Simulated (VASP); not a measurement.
Consider the following.

```yaml
crystal:
  lattice:
    - [0.00000, 2.80554, 2.80554]
    - [2.80554, 0.00000, 2.80554]
    - [2.80554, 2.80554, 0.00000]
  atoms:
    - { symbol: Be, position: [0.00000, 0.00000, 0.00000] }
    - { symbol: Te, position: [0.25000, 0.25000, 0.25000] }
```

The numbers are results of PBEsol GGA, VASP's PBE PAW potentials (set 64) (plane waves; VASP 6.6.1), not measurements. Settings: 400 eV cut-off, 9×9×9 Γ-centred mesh, tetrahedra with Blöchl corrections, potentials Be Te.

Unless said otherwise, spin-orbit coupling is left out, though it shifts the bands of the heavy elements here.

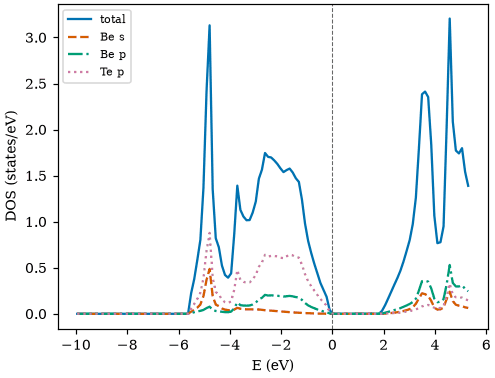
*Total and projected density of states, zero at the valence-band maximum*

Within 2 eV below the valence-band maximum the largest weight inside VASP's projection spheres is Te p, then Be p.

It has a band gap.

The structure was generated: BeTe was put into the zinc blende type (F-43m), which need not be its known phase. It was relaxed first, which changed the volume by +12 %.
